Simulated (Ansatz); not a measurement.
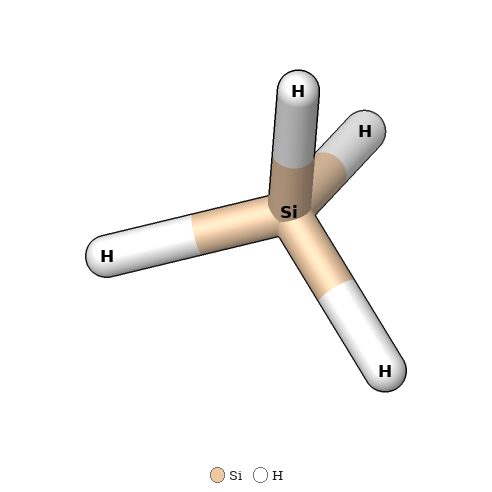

Stick drawing of a structure.

Computed geometry: PBE0-D4/def2-TZVP optimisation.

Describe the molecule.

The molecule is SiH4. The point group is Td. Coordination: 1 Si tetrahedral.

More results for the same structure follow; atom numbers are the same in all pictures, views and colours differ.

**Electronic properties**

Method: RKS PBE0-D4/def2-TZVPP (Ansatz 0.2.0).

Question: What is the LUMO energy (Kohn–Sham orbital)?

Answer: 1.06 eV.

Question: Give the HOMO energy (Kohn–Sham orbital) at this level.

Answer: −9.86 eV.

**Vibrations**

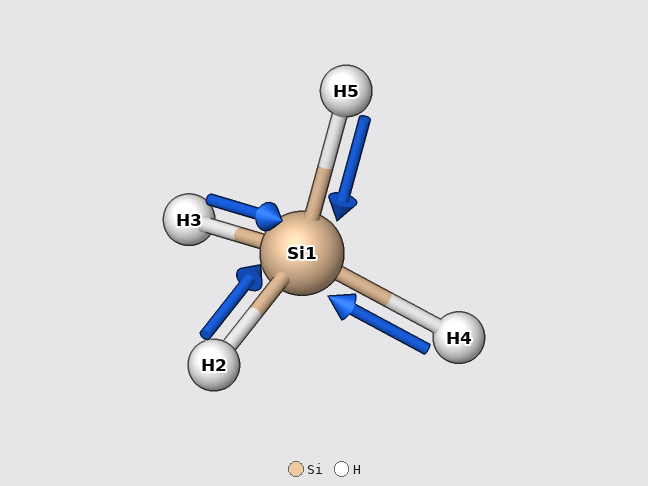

The arrows show one normal mode. Harmonic vibrations computed with RKS PBE0-D4/def2-TZVP (Ansatz 0.2.0) at a stationary point of the same level.

Question: Describe the motion.

Answer: Mostly in-phase stretching of 4 Si–H bonds.

Question: Estimate its harmonic wavenumber.

Answer: 2235 cm⁻¹; it is mode 6 of 9 counted from the lowest.

**Charges**

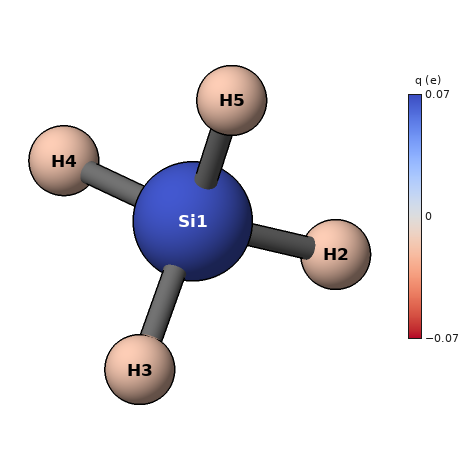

Atoms are coloured by their Mulliken charges. Properties computed with RKS PBE0-D4/def2-TZVP (Ansatz 0.2.0).

List the Mulliken charges.

| atom | value (e) |
| --- | --- |
| Si1 | 0.07 |
| H2 | −0.02 |
| H3 | −0.02 |
| H4 | −0.02 |
| H5 | −0.02 |

**Thermal motion**

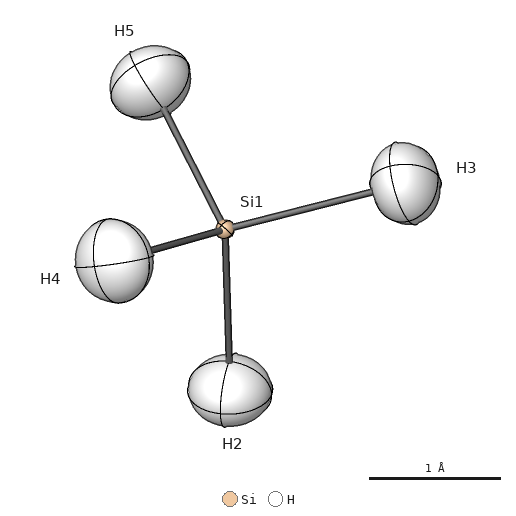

Displacement ellipsoids at the 50 % level, enlarged 2 times, from the internal vibrations of the free molecule (harmonic, no overall translation or rotation; no half-axis is drawn under 0.075 Å). Vibrations computed with RKS PBE0-D4/def2-TZVP (Ansatz 0.2.0). Temperature: 298 K.

Question: Which atom moves most?

Answer: H2, H3, H4, H5, with U_eq = 0.0097 Å².

List U_eq and the three principal root-mean-square amplitudes for each kind of atom.

```json
{"atom": "Si1", "U_eq (Å²)": "0.00007", "rms amplitudes (Å)": "0.008, 0.008, 0.008"}
{"atom": "H2, H3, H4, H5", "U_eq (Å²)": "0.0097", "rms amplitudes (Å)": "0.085, 0.104, 0.104"}
```

Mulliken values depend strongly on the basis set and can even reverse the polarity of a bond.
